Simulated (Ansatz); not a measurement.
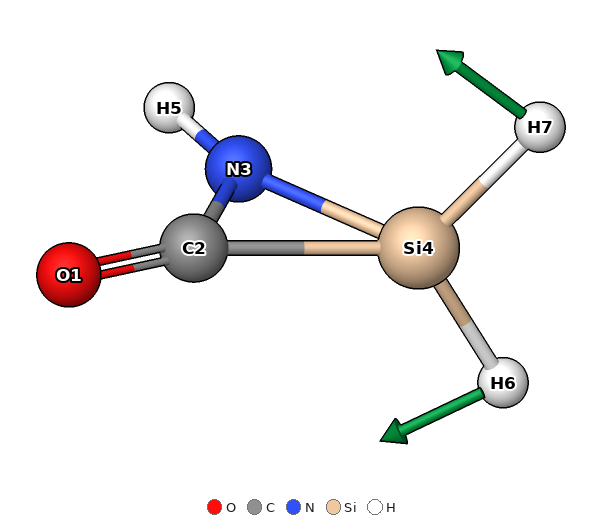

The arrows show one normal mode. Harmonic vibrations computed with RKS PBE0-D4/def2-TZVP (Ansatz 0.2.0) at a stationary point of the same level.

**Describe the motion.**

Mostly angle bending.

**At what wavenumber does it lie?**

966 cm⁻¹; it is mode 9 of 15 counted from the lowest.
